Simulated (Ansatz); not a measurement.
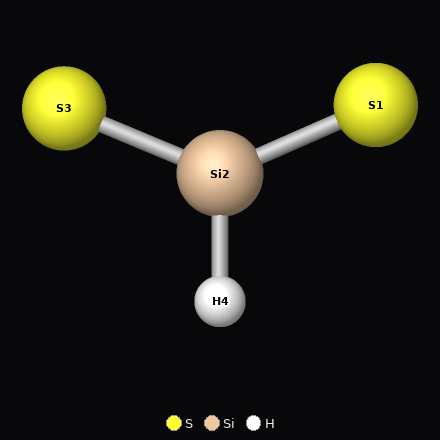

The system is HS2Si, SMILES S=[SiH][S-], charge −1; the picture shows the reference structure. 
- Coordinates scanned: (1) umbrella angle at Si2 (between each of its bonds and their common axis; 90 is planar); (2) change of the bonds Si2–S1, Si2–S3, Si2–H4, all alike.
- Nothing is relaxed (all other coordinates rigid).
- The scan uses a 9 × 9 grid; 45 points were computed and 36 follow by symmetry.
- Points are written as (first, second).
- All energies are given in eV relative to the lowest grid point.
- Level of theory: Ansatz 0.2.0, RKS PBE0-D4/def2-TZVPD.

Its coordinates:

```xyz
4

S    -1.8149   -0.8088    0.0519
Si    0.0002    0.0150   -0.0076
S     1.7976   -0.5656    0.6319
H     0.0171    1.3594   -0.6762
```

Range: umbrella angle at Si2 (between each of its bonds and their common axis; 90 is planar) from 66 to 114°; change of the bonds Si2–S1, Si2–S3, Si2–H4, all alike from −0.201 to 0.311 Å.

What landscape does the calculation give?

The lowest grid point is at (90°, −0.009 Å). No other kind of well shows on this grid. The highest grid point, (66°, −0.201 Å), lies 4.08 eV above the lowest. Round the minimum the two coordinates are nearly uncoupled.

| second ↓, first → | 66 | 72 | 78 | 84 | 90 | 96 | 102 | 108 | 114 |
| --- | --- | --- | --- | --- | --- | --- | --- | --- | --- |
| 0.311 | 3.13 | 2.70 | 2.38 | 2.19 | 2.12 | 2.19 | 2.38 | 2.70 | 3.13 |
| 0.247 | 2.59 | 2.11 | 1.75 | 1.54 | 1.47 | 1.54 | 1.75 | 2.11 | 2.59 |
| 0.183 | 2.13 | 1.59 | 1.20 | 0.96 | 0.88 | 0.96 | 1.20 | 1.59 | 2.13 |
| 0.119 | 1.79 | 1.19 | 0.76 | 0.50 | 0.41 | 0.50 | 0.76 | 1.19 | 1.79 |
| 0.055 | 1.61 | 0.95 | 0.48 | 0.19 | 0.09 | 0.19 | 0.48 | 0.95 | 1.61 |
| −0.009 | 1.67 | 0.94 | 0.42 | 0.10 | 0.00 | 0.10 | 0.42 | 0.94 | 1.67 |
| −0.073 | 2.03 | 1.23 | 0.66 | 0.32 | 0.20 | 0.32 | 0.66 | 1.23 | 2.03 |
| −0.137 | 2.79 | 1.92 | 1.30 | 0.93 | 0.80 | 0.93 | 1.30 | 1.92 | 2.79 |
| −0.201 | 4.08 | 3.13 | 2.46 | 2.06 | 1.92 | 2.06 | 2.46 | 3.13 | 4.08 |

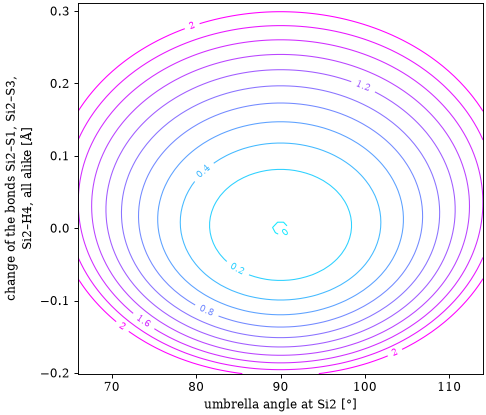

The picture shows contour lines labelled in eV (none above 2). Between grid points the surface is interpolated.

Each point was launched as `ansatz run input.yaml --threads 1 --pin off --max-ram 2560MiB --backend cpu --events-out ev --progress --plain --runs-dir out`. Time for the 45 points that were run: 4.6 min on 1 thread of Intel(R) Xeon(R) Platinum 8488C (Sapphire Rapids) (shared host).
